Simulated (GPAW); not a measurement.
# Work function of Li/Au(111) at several levels, part 2 of 2

Aim: the work function of both faces of Li/Au(111), and its spread over functionals and bases.

GPAW 26.7.0; GPAW, PAW setups; slab in vacuum, relaxation (the session's first sound run).

So far, upper work function (eV): step 2 (relaxation, PBE, GPAW) 3.77; step 3 (the slab's potential, PBE, GPAW) 3.77; step 4 (self-consistent run: xc = "LDA") 3.83; step 5 (OptPBE vdW: xc = "optPBE-vdW", GPAW, PAW setups, GPAW) 3.85.

## (6) Self-consistent run: xc = "RPBE"

The same geometry under RPBE, to see how far the functional moves the levels against the vacuum.

Contents of run.py:

```python
import json
import numpy as np
from ase import Atoms
from gpaw import GPAW, PW

slab = Atoms(
    ['Au', 'Au', 'Au', 'Au', 'Li'],
    positions=[
        [0.00000, 0.00000, 9.00000],
        [1.44250, 0.83283, 11.35559],
        [2.88500, 1.66394, 13.84548],
        [0.00000, -0.01512, 16.42539],
        [1.44250, 0.01797, 18.54608]],
    cell=[[2.885, 0.0, 0.0], [1.4425, 2.49848, 0.0], [0.0, 0.0, 27.43387]],
    pbc=[True, True, False])

slab.calc = GPAW(mode=PW(400), xc='RPBE', kpts={'size': (13, 13, 1), 'gamma': True},
                 occupations={'name': 'fermi-dirac', 'width': 0.1}, nbands='300%',
                 convergence={'density': 1e-05}, maxiter=200,
                 poissonsolver={'dipolelayer': 'xy'},
                 symmetry={'tolerance': 1e-3}, txt='slab.txt')
result = {}
energy = slab.get_potential_energy()
fermi = slab.calc.get_fermi_level()
v = slab.calc.get_electrostatic_potential().mean((0, 1)) - fermi
n = slab.calc.get_pseudo_density().mean((0, 1))
L = slab.cell[2, 2]
z = np.arange(len(v)) * L / len(v)
low, high = slab.positions[:, 2].min(), slab.positions[:, 2].max()
below, above = np.interp([low - 6.8, high + 6.8], z, v)
slopes = [np.interp(x, z, np.gradient(v, z)) for x in (low - 6.8, high + 6.8)]
eps = np.array([[slab.calc.get_eigenvalues(k, s) for k in range(len(slab.calc.get_ibz_k_points()))]
                for s in range(slab.calc.get_number_of_spins())]) - fermi
top, bottom = eps[eps < 0].max(), eps[eps > 0].min()
dipole = slab.get_dipole_moment()[2]
print(f'energy {energy:.4f} eV, Fermi level {fermi:.4f} eV, dipole {dipole:.5f} e A')
print(f'potential 6.8 A off the faces, from the Fermi level: lower {below:.4f} eV, upper {above:.4f} eV')
print(f'slope of the potential there: lower {slopes[0]:.5f}, upper {slopes[1]:.5f} eV/A')
print(f'nearest levels on the mesh: {top:.4f} and {bottom:.4f} eV')
print('magnetic moment', round(slab.get_magnetic_moment(), 3))
result.update(energy=energy, fermi=fermi, dipole=dipole, below=below, above=above, slopes=slopes, edges=[top, bottom],
              z=z.tolist(), v=v.tolist(), n=n.tolist(), positions=slab.positions.tolist(),
              forces=slab.get_forces(apply_constraint=False).tolist(), moments=slab.get_magnetic_moments().tolist())
json.dump(result, open('result.json', 'w'))
```

Launch:

```console
> OMP_NUM_THREADS=1 OPENBLAS_NUM_THREADS=1 python run.py
```

Output:

```text
energy -11.8608 eV, Fermi level 1.1226 eV, dipole 0.04815 e A
potential 6.8 A off the faces, from the Fermi level: lower 4.9497 eV, upper 3.7335 eV
slope of the potential there: lower -0.00001, upper 0.00004 eV/A
nearest levels on the mesh: -0.0149 and 0.0734 eV
magnetic moment 0.0
```

Elapsed: 6 min, on 1 thread of Arm Neoverse V2, shared host; peak memory 0.4 GiB.

Numbers from this step:

```
dipole along the normal                    : 0.04815 e·Å
levels nearest the Fermi level on the mesh : -0.01493, 0.07337 eV from the Fermi level
upper work function                        : 3.734 eV
lower work function                        : 4.950 eV
```

The upper face's work function is 3.734 eV, against 3.767 eV in the first plane-wave PBE run at this geometry.

## (7) Self-consistent run: xc = "vdW-DF2"

The same geometry under vdW-DF2, to see how far the functional moves the levels against the vacuum (the van der Waals functionals take revPBE setups).

run.py: that of step 6 with these lines changed.

```diff
@@ -16,3 +16,3 @@
 
-slab.calc = GPAW(mode=PW(400), xc='RPBE', kpts={'size': (13, 13, 1), 'gamma': True},
+slab.calc = GPAW(mode=PW(400), xc='vdW-DF2', kpts={'size': (13, 13, 1), 'gamma': True},
                  occupations={'name': 'fermi-dirac', 'width': 0.1}, nbands='300%',
```

Output:

```text
energy -658.4195 eV, Fermi level 1.0080 eV, dipole 0.06104 e A
potential 6.8 A off the faces, from the Fermi level: lower 5.4378 eV, upper 3.8978 eV
slope of the potential there: lower -0.00006, upper 0.00039 eV/A
nearest levels on the mesh: -0.0025 and 0.0489 eV
magnetic moment 0.0
```

Elapsed: 6.4 min, on 1 thread; peak memory 0.53 GiB.

This step gave:

- dipole along the normal: 0.06104 e·Å
- levels nearest the Fermi level on the mesh: -0.002533, 0.04893 eV from the Fermi level
- upper work function: 3.898 eV
- lower work function: 5.438 eV

The electrostatic potential energy of an electron (without an applied field's), less the Fermi level, planar mean oscillates, so the rows of the table below give means over windows of 2.46 Å about each position, cut where the curve ends. Its maxima inside the range that stand out by 2 % of the span (Å: eV): 0.5: 5.44, 10.2: -0.0612, 12.6: 0.687, 15.1: 1.04, 17.7: 0.269. Its minima: 9.0: -23.5, 11.4: -23.8, 13.8: -23.8, 16.4: -23.9, 18.5: -4.62.

Electrostatic potential energy of an electron (without an applied field's), less the Fermi level, planar mean against z; means over each step:

```tsv
z (Å)	electrostatic potential energy of an electron (without an applied field's), less the Fermi level, planar mean (eV)
1.23	5.38
3.69	5.44
6.15	5.30
8.61	-8.48
11.07	-9.87
13.53	-9.61
15.99	-9.52
18.45	-1.64
20.91	3.31
23.37	3.89
25.83	3.90
```

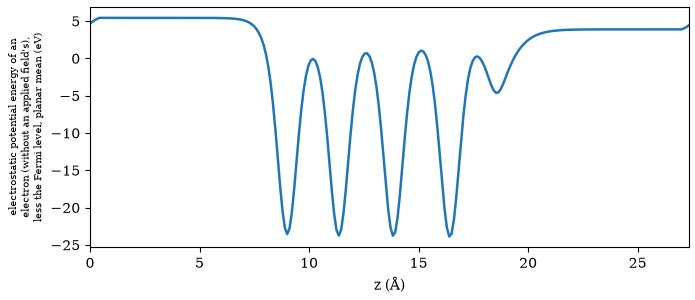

Electrostatic potential energy of an electron (without an applied field's), less the Fermi level, planar mean against z.

The upper face's work function is 3.898 eV, against 3.767 eV in the first plane-wave PBE run at this geometry.

## (8) Self-consistent run: xc = "revPBE"

The same geometry under revPBE, to see how far the functional moves the levels against the vacuum.

run.py: that of step 7 with these lines changed.

```diff
@@ -16,3 +16,3 @@
 
-slab.calc = GPAW(mode=PW(400), xc='vdW-DF2', kpts={'size': (13, 13, 1), 'gamma': True},
+slab.calc = GPAW(mode=PW(400), xc='revPBE', kpts={'size': (13, 13, 1), 'gamma': True},
                  occupations={'name': 'fermi-dirac', 'width': 0.1}, nbands='300%',
```

Output:

```text
energy -12.2366 eV, Fermi level 1.1064 eV, dipole 0.04926 e A
potential 6.8 A off the faces, from the Fermi level: lower 4.9718 eV, upper 3.7279 eV
slope of the potential there: lower 0.00001, upper 0.00005 eV/A
nearest levels on the mesh: -0.0150 and 0.0744 eV
magnetic moment 0.0
```

Wall time 5.8 min (1 thread); peak memory 0.39 GiB.

Numbers from this step:

| Item | Value |
| --- | --- |
| dipole along the normal | 0.04926 e·Å |
| levels nearest the Fermi level on the mesh | -0.01505, 0.07440 eV from the Fermi level |
| upper work function | 3.728 eV |
| lower work function | 4.972 eV |

The electrostatic potential energy of an electron (without an applied field's), less the Fermi level, planar mean oscillates, so the rows of the table below give means over windows of 2.46 Å about each position, cut where the curve ends. Its maxima inside the range that stand out by 2 % of the span (Å: eV): 3.3: 4.97, 10.2: 0.309, 12.6: 1.06, 15.1: 1.40, 17.7: 0.384. Its minima: 9.0: -23.4, 11.4: -23.6, 13.8: -23.6, 16.4: -23.7, 18.5: -4.69.

Table of electrostatic potential energy of an electron (without an applied field's), less the Fermi level, planar mean by z; means over each step:

```tsv
z (Å)	electrostatic potential energy of an electron (without an applied field's), less the Fermi level, planar mean (eV)
1.23	4.92
3.69	4.97
6.15	4.87
8.61	-8.45
11.07	-9.61
13.53	-9.36
15.99	-9.29
18.45	-1.66
20.91	3.19
23.37	3.72
25.83	3.73
```

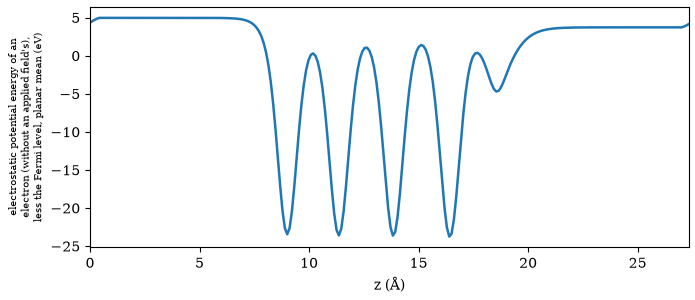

Electrostatic potential energy of an electron (without an applied field's), less the Fermi level, planar mean against z.

The upper face's work function is 3.728 eV, against 3.767 eV in the first plane-wave PBE run at this geometry.

## (9) Real-space grid: mode = "fd"

A real-space grid is a second complete basis, so it checks the plane-wave result.

run.py: that of step 8 with these lines changed.

```diff
@@ -3,3 +3,3 @@
 from ase import Atoms
-from gpaw import GPAW, PW
+from gpaw import GPAW
 
@@ -16,3 +16,3 @@
 
-slab.calc = GPAW(mode=PW(400), xc='revPBE', kpts={'size': (13, 13, 1), 'gamma': True},
+slab.calc = GPAW(mode='fd', h=0.18, xc='PBE', kpts={'size': (13, 13, 1), 'gamma': True},
                  occupations={'name': 'fermi-dirac', 'width': 0.1}, nbands='300%',
```

Output:

```text
energy -14.6846 eV, Fermi level -4.4485 eV, dipole 0.05427 e A
potential 6.8 A off the faces, from the Fermi level: lower 5.1297 eV, upper 3.7673 eV
slope of the potential there: lower -0.00000, upper 0.00005 eV/A
nearest levels on the mesh: -0.0204 and 0.0755 eV
magnetic moment 0.0
```

Elapsed: 22 min, on 1 thread; peak memory 1.6 GiB.

Numbers from this step:

```yaml
dipole_along_the_normal: 0.05427 e·Å
levels_nearest_the_fermi_level_on_the_mesh: -0.02038, 0.07552 eV from the Fermi level
upper_work_function: 3.767 eV
lower_work_function: 5.130 eV
```

The upper face's work function is 3.767 eV, against 3.767 eV in the first plane-wave PBE run at this geometry.

## (10) Atomic orbitals: mode = "lcao"

Atom-centred orbitals end a few angstrom from the surface, which tests how much the density's tail matters.

run.py: that of step 9 with these lines changed.

```diff
@@ -16,4 +16,4 @@
 
-slab.calc = GPAW(mode='fd', h=0.18, xc='PBE', kpts={'size': (13, 13, 1), 'gamma': True},
-                 occupations={'name': 'fermi-dirac', 'width': 0.1}, nbands='300%',
+slab.calc = GPAW(mode='lcao', basis='dzp', h=0.18, xc='PBE', kpts={'size': (13, 13, 1), 'gamma': True},
+                 occupations={'name': 'fermi-dirac', 'width': 0.1}, nbands='120%',
                  convergence={'density': 1e-05}, maxiter=200,
```

Output:

```text
energy -12.5671 eV, Fermi level -4.0413 eV, dipole 0.06182 e A
potential 6.8 A off the faces, from the Fermi level: lower 4.8172 eV, upper 3.2653 eV
slope of the potential there: lower -0.00000, upper -0.00000 eV/A
nearest levels on the mesh: -0.0382 and 0.0873 eV
magnetic moment 0.0
```

The job ended after 3.2 min (1 thread; peak memory 0.25 GiB).

Numbers from this step:

| Item | Value |
| --- | --- |
| dipole along the normal | 0.06182 e·Å |
| levels nearest the Fermi level on the mesh | -0.03823, 0.08729 eV from the Fermi level |
| upper work function | 3.265 eV |
| lower work function | 4.817 eV |

The electrostatic potential energy of an electron (without an applied field's), less the Fermi level, planar mean oscillates, so the rows of the table below give means over windows of 2.53 Å about each position, cut where the curve ends. Its maxima inside the range that stand out by 2 % of the span (Å: eV): 2.8: 4.82, 10.2: -0.151, 12.6: 0.781, 15.2: 1.11, 17.7: 0.0980. Its minima: 9.0: -23.6, 11.4: -23.9, 13.8: -23.8, 16.4: -24.1, 18.6: -4.63.

Electrostatic potential energy of an electron (without an applied field's), less the Fermi level, planar mean against z; means over each step:

```tsv
z (Å)	electrostatic potential energy of an electron (without an applied field's), less the Fermi level, planar mean (eV)
1.26	4.80
3.79	4.82
6.33	4.69
8.86	-8.83
11.39	-9.50
13.92	-9.29
16.45	-9.60
18.98	-1.00
21.51	3.16
24.04	3.27
26.57	3.27
```

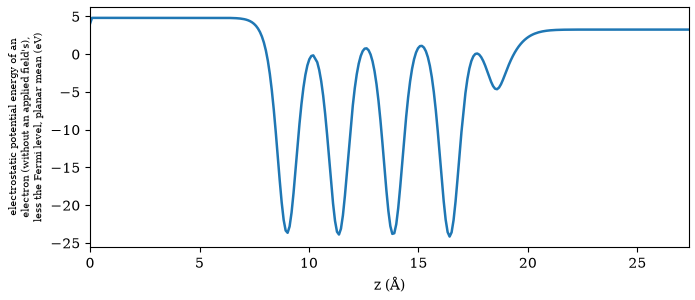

Electrostatic potential energy of an electron (without an applied field's), less the Fermi level, planar mean, plotted against z.

The upper face's work function is 3.265 eV, against 3.767 eV in the first plane-wave PBE run at this geometry.

## (11) The ladder

Times are for 1 thread of Arm Neoverse V2, shared host. The series side by side:

```tsv
no.	run	upper work function (eV)	lower work function (eV)	time	memory (GiB)
1	pw	3.767	5.132	6.2 min	0.4
2	LDA	3.829	5.551	5.7 min	0.39
3	optPBE vdW	3.854	5.287	6.4 min	0.53
4	RPBE	3.734	4.950	6 min	0.4
5	vdW DF2	3.898	5.438	6.4 min	0.53
6	revPBE	3.728	4.972	5.8 min	0.39
7	fd	3.767	5.130	22 min	1.6
8	lcao	3.265	4.817	3.2 min	0.25
```

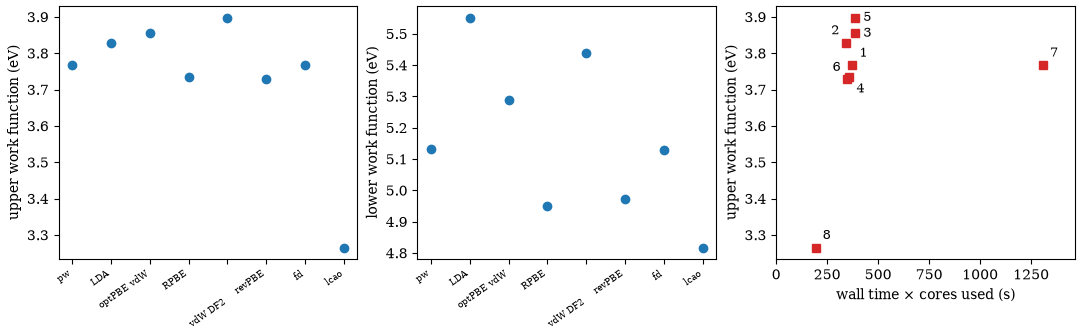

The series as plots; the last panel sets the first result against cost, with the runs numbered as in the table.

## (12) Side by side

Results and costs are gathered.

This step: comparison of work functions, dipole and cost (GPAW 26.7.0).

Ladder, by row:

```tsv
step	code	work function, upper (eV)	work function, lower (eV)	dipole (e Å)	wall time (s)	peak memory (GiB)	threads
pw	GPAW	3.767	5.132	0.05408	374	0.4	1
LDA	GPAW	3.829	5.551	0.06834	343.2	0.39	1
optPBE-vdW	GPAW	3.854	5.287	0.05679	386.3	0.53	1
RPBE	GPAW	3.734	4.95	0.04815	358.9	0.4	1
vdW-DF2	GPAW	3.898	5.438	0.06104	385.9	0.53	1
revPBE	GPAW	3.728	4.972	0.04926	349.2	0.39	1
fd	GPAW	3.767	5.13	0.05427	1308	1.55	1
lcao	GPAW	3.265	4.817	0.06182	193.5	0.25	1
```

## (13) A changed run

One more run, with changed settings.

This step: GPAW, PAW setups; slab in vacuum (GPAW 26.7.0).

run.py: that of step 10 with these lines changed.

```diff
@@ -16,5 +16,5 @@
 
-slab.calc = GPAW(mode='lcao', basis='dzp', h=0.18, xc='PBE', kpts={'size': (13, 13, 1), 'gamma': True},
-                 occupations={'name': 'fermi-dirac', 'width': 0.1}, nbands='120%',
-                 convergence={'density': 1e-05}, maxiter=200,
+slab.calc = GPAW(mode='fd', h=0.4, xc='PBE', kpts={'size': (13, 13, 1), 'gamma': True},
+                 occupations={'name': 'fermi-dirac', 'width': 0.1}, nbands='300%',
+                 convergence={'density': 1e-05}, maxiter=50,
                  poissonsolver={'dipolelayer': 'xy'},
```

Output:

```text
energy -17.6173 eV, Fermi level -4.5029 eV, dipole 0.05797 e A
potential 6.8 A off the faces, from the Fermi level: lower 5.2305 eV, upper 3.7752 eV
slope of the potential there: lower 0.00001, upper 0.00003 eV/A
nearest levels on the mesh: -0.0267 and 0.0839 eV
magnetic moment 0.0
```

The job ended after 4.9 min (1 thread; peak memory 0.4 GiB).

The run finished. A setting was moved off its sound value on purpose, so it serves as a test and not as the result.

The fault put into the input: a grid far too coarse (mode = "fd" and h = 0.4).

The two runs compared:

```tsv
quantity	this run	sound run	difference
dipole along the normal (e·Å)	0.057968	0.054079	0.00389
upper work function (eV)	3.7752	3.7669	0.00831
lower work function (eV)	5.2305	5.1318	0.0987
```

The two runs differ clearly in the dipole along the normal: 0.0580 e·Å against 0.0541 e·Å.

## (14) Outcome

| Property | Result |
| --- | --- |
| work function, upper and lower face | 3.767 and 5.132 eV |
| dipole along the normal | 0.0541 e Å |

In words: With plane waves and PBE the work function is 3.77 eV on the upper face and 5.13 eV on the lower. The two faces differ by 1.4 eV, the step that the slab's dipole makes (e p/(ε0 A) gives 1.4 eV), so the dipole layer is needed. Over the sound runs of the table the upper face's work function spans 3.265 (lcao) to 3.898 eV (vdW-DF2). Atomic orbitals miss the plane-wave value by -0.50 eV, since they describe the tail of the density in the vacuum poorly. The cell of 7.21 Å² holds one Li, started on one chosen site; other sites and coverages weren't tried. The in-plane lattice was kept as typed, which isn't the functional's own and leaves some strain; spin-orbit coupling and temperature are left out.

[Logs are printed without paths, hosts, clocks, repeated set-up lines and the standing remarks that a program may print on its own settings, such as how far it seeks lower states.]

[Hosts, paths, dates, database ids (printed as entryN), source tags and the programs' standing remarks are cut or masked in the printed files.]
